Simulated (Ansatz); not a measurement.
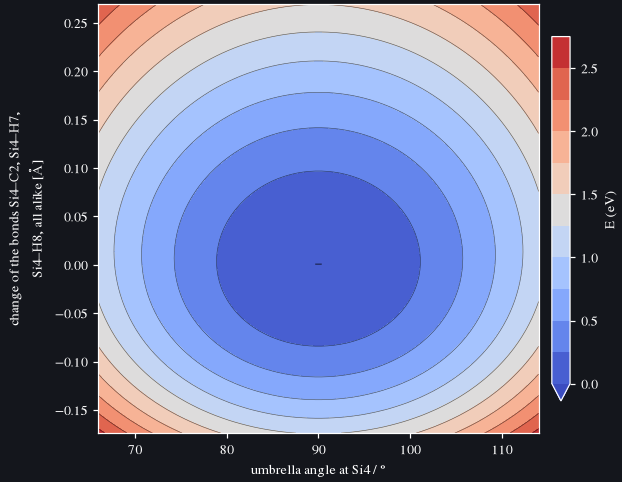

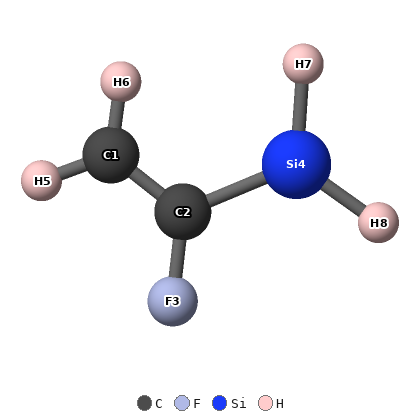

Energy landscape of C2H4FSi, charge +1. 
- First axis: umbrella angle at Si4 (between each of its bonds and their common axis; 90 is planar). Second axis: change of the bonds Si4–C2, Si4–H7, Si4–H8, all alike.
- Nothing is relaxed (all other coordinates rigid).
- Grid: 11 × 11 points; 90 points were computed and 31 follow by symmetry.
- Points are written as (first, second).
- Energies: eV, counted from the lowest grid point.
- Theory: RKS PBE0-D4/def2-TZVP (Ansatz).

The picture shows filled contours. Between grid points the surface is interpolated. The second picture is the structure at the lowest point.

What does the map say about the system?

Answer. The lowest grid point is at (90.0°, 0.003 Å). No other kind of well shows on this grid. The highest grid point, (66.0°, −0.174 Å), lies 2.58 eV above the lowest. Round the minimum the two coordinates are nearly uncoupled.

Grid values (eV):

```csv
"second ↓, first →",66.0,70.8,75.6,80.4,85.2,90.0,94.8,99.6,104.4,109.2,114.0
0.269,2.42,2.09,1.83,1.65,1.54,1.50,1.54,1.65,1.83,2.09,2.42
0.225,2.08,1.73,1.46,1.27,1.16,1.12,1.16,1.27,1.46,1.73,2.08
0.180,1.76,1.40,1.12,0.92,0.80,0.76,0.80,0.92,1.12,1.40,1.76
0.136,1.50,1.13,0.84,0.63,0.51,0.46,0.51,0.63,0.84,1.13,1.50
0.092,1.30,0.92,0.62,0.40,0.27,0.23,0.27,0.40,0.62,0.92,1.30
0.047,1.18,0.78,0.47,0.24,0.11,0.06,0.11,0.24,0.47,0.78,1.18
0.003,1.16,0.74,0.42,0.19,0.05,0.00,0.05,0.19,0.42,0.74,1.16
−0.041,1.26,0.83,0.49,0.25,0.10,0.06,0.10,0.25,0.49,0.83,1.26
−0.085,1.50,1.06,0.71,0.46,0.30,0.25,0.30,0.46,0.71,1.06,1.50
−0.130,1.94,1.47,1.11,0.85,0.69,0.64,0.69,0.85,1.11,1.47,1.94
−0.174,2.58,2.09,1.72,1.45,1.29,1.24,1.29,1.45,1.72,2.09,2.58
```

The input of one point:

```yaml
crystal:
  periodic: [false, false, false]
  atoms:
    - { symbol: C, position_ang: [-0.471996, 1.258764, -0.057314] }
    - { symbol: C, position_ang: [0.119838, 0.233049, 0.57713] }
    - { symbol: F, position_ang: [0.526751, 0.331365, 1.830441] }
    - { symbol: Si, position_ang: [0.364129, -1.322428, -0.312923] }
    - { symbol: H, position_ang: [-0.63756, 2.210425, 0.44109] }
    - { symbol: H, position_ang: [-0.798233, 1.156275, -1.086095] }
    - { symbol: H, position_ang: [-0.111519, -1.368345, -1.707152] }
    - { symbol: H, position_ang: [1.006568, -2.488802, 0.320761] }
total_charge: 1
basis:
  gaussian: { orbitals: def2-TZVP }
hamiltonian:
  xc: pbe0
  dispersion: d4
output:
  forces: true
```

The whole map (90 points run) took 8.6 min on 1 thread of Arm Neoverse V1 (shared host).
